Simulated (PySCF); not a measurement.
## Frequency calculation of PH$_{3}$

The run: frequency calculation of PH$_{3}$. Method and program: RKS PBE0-D4/def2-TZVP, density fitting (PySCF 2.14.0).

The geometry comes from this level: PBE0-D4/def2-TZVP.

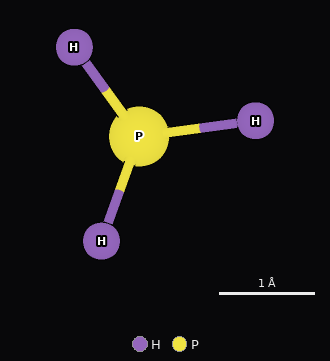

The structure (ball-and-stick view, seen on its broad side). Bond lengths as drawn: H–P 1.42 Å.

**Input**
```python
import json, numpy as np
from pyscf import gto, scf, dft, mp, cc
EV, BOHR = 27.211386245988, 0.529177210903
mol = gto.M(atom="""
H 1.198228 2.262563 0.947027
P -0.119506 2.365301 0.428560
H -0.437267 3.480496 1.247972
H 0.289401 3.182841 -0.657814
""", basis="def2-tzvp", charge=0, spin=0, max_memory=8670, verbose=0)
def mean_field(mol, dm=None):
    mf = dft.RKS(mol, xc="pbe0").density_fit()
    mf.conv_tol = 1e-9; mf.grids.level = 4
    mf.kernel(dm0=dm)
    if not mf.converged: mf = mf.newton().run(mf.mo_coeff, mf.mo_occ)
    assert mf.converged
    return mf
def d4(mol):
    from pyscf.dispersion.dftd4 import DFTD4Dispersion
    real = gto.M(atom=[(mol.atom_pure_symbol(i), mol.atom_coord(i)) for i in range(4)], unit='B', charge=mol.charge, spin=None, basis='def2-svp', verbose=0)
    r = DFTD4Dispersion(real, xc="pbe0", atm=True).get_dispersion(grad=True); return r["energy"], r["gradient"]
def energy_and_gradient(mol, dm=None):
    mf = mean_field(mol, dm); e, g = d4(mol)
    return mf, (mf.e_tot + e) * EV, (mf.nuc_grad_method().kernel()[:4] + g) * EV / BOHR
out = {}
from pyscf.hessian import thermo
mf = mean_field(mol); n = mol.natm; h = mf.Hessian().kernel(); x0 = mol.atom_coords()
for i in range(n):
    for a in range(3):
        g = []
        for s in (1, -1):
            x = x0.copy(); x[i, a] += s * 0.005; g.append(d4(mol.set_geom_(x, unit='B', inplace=False))[1])
        h[i, :, a, :] += (g[0] - g[1]) / 0.01
for i in range(n): h[i, i] -= h[i].sum(0)  # translational sum rule: the analytic Hessian lacks the grid's response
w = thermo.harmonic_analysis(mol, h, imaginary_freq=False)['freq_wavenumber']; r = w[w > 0] * 1.239842e-4; T = [298.15, 498.15, 698.15, 898.15]
print("Vibrations: " + " ".join(f"{a:.2f}" for a in w) + f" cm⁻¹, zero-point energy {r.sum() / 2:.6f} eV")
A = [r.sum() / 2 + 8.617333e-5 * t * np.log(1 - np.exp(-r / 8.617333e-5 / t)).sum() for t in T]
out.update(energy=(mf.e_tot + d4(mol)[0]) * EV, converged=True, hessian=(h.transpose(0, 2, 1, 3).reshape(3 * n, -1) * EV / BOHR**2).round(5).tolist(), temperatures=T, free_energy=A)
out['s2'] = mf.spin_square()[0]; out['nelec'] = mol.nelec
print(f"Total energy {out['energy']:.6f} eV, <S^2> {out['s2']:.4f}")
json.dump(out, open("out.json", "w"), default=float)
```

Launch command:
```bash
OMP_NUM_THREADS=4 python run.py
```

**The program's output**
```
Vibrations: 1003.87 1134.12 1134.17 2410.59 2422.39 2422.91 cm⁻¹, zero-point energy 0.652656 eV
Total energy -9333.966653 eV, <S^2> 0.0000
```

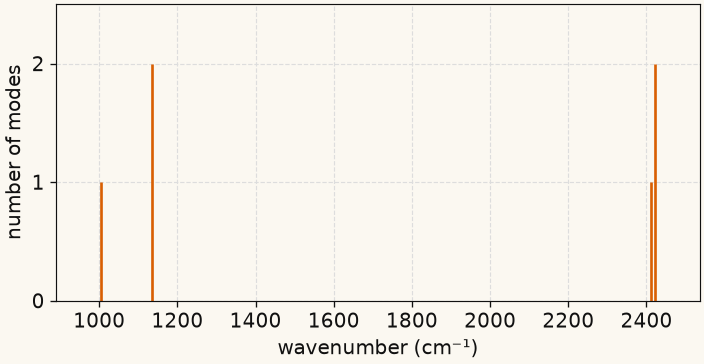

Harmonic vibrational wavenumbers from the force constants; neighbouring modes closer than 6 cm⁻¹ are counted in one stick. 6 modes from 1004 to 2423 cm⁻¹, none imaginary.

**Summary**

```json
{"quantity": "outcome", "value": "converged"}
{"quantity": "total energy", "value": "−9333.9667 eV"}
{"quantity": "hardware", "value": "4 threads of Arm Neoverse V2, 23 GiB of memory available, shared host"}
{"quantity": "wall time", "value": "6.4 s (CPU time 21 s)"}
{"quantity": "peak memory", "value": "0.77 GiB"}
```
